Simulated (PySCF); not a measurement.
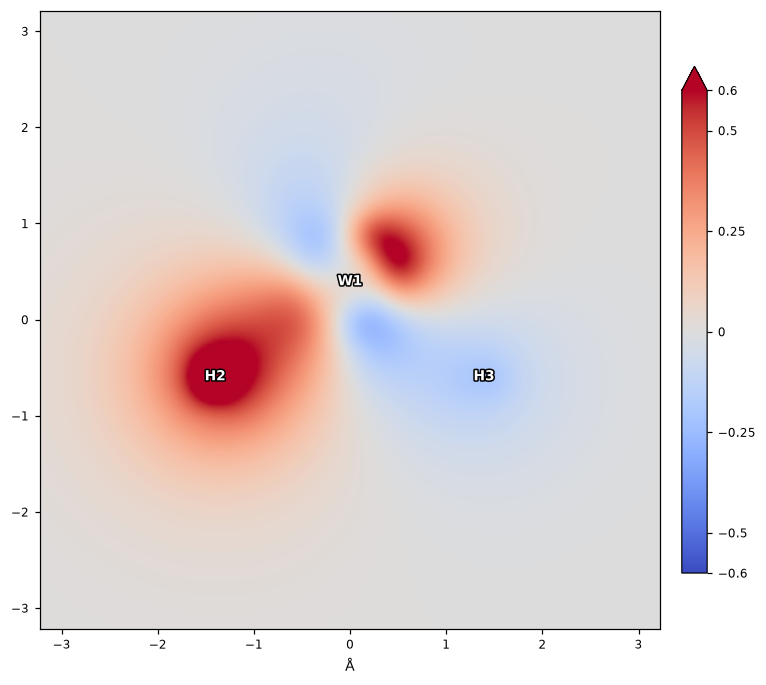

Figure. H4W (triplet). The HOMO (β) on the plane of atoms H2, W1 and H3 (values in Å⁻³ᐟ²; the overall sign is arbitrary).

Core potentials replace the inner electrons of W.

Computed with PySCF 2.14.0, UKS PBE, W def2-SVP with ECP60, H def2-SVP; non-relativistic Hamiltonian with scalar-relativistic core potentials where named; density fitting.

```json
{"atom": "W", "x (Å)": "0.0000", "y (Å)": "0.0000", "z (Å)": "0.0000"}
{"atom": "H", "x (Å)": "0.9888", "y (Å)": "0.9888", "z (Å)": "0.9888"}
{"atom": "H", "x (Å)": "-0.9888", "y (Å)": "-0.9888", "z (Å)": "0.9888"}
{"atom": "H", "x (Å)": "0.9888", "y (Å)": "-0.9888", "z (Å)": "-0.9888"}
{"atom": "H", "x (Å)": "-0.9888", "y (Å)": "0.9888", "z (Å)": "-0.9888"}
```

Where does this orbital lie, and at what energy?

Its weight (Hirshfeld) is mainly on W1 (about 45 %) and H2 (about 40 %). It is one of a degenerate set, so its orientation is arbitrary. Its energy is −7.73 eV.
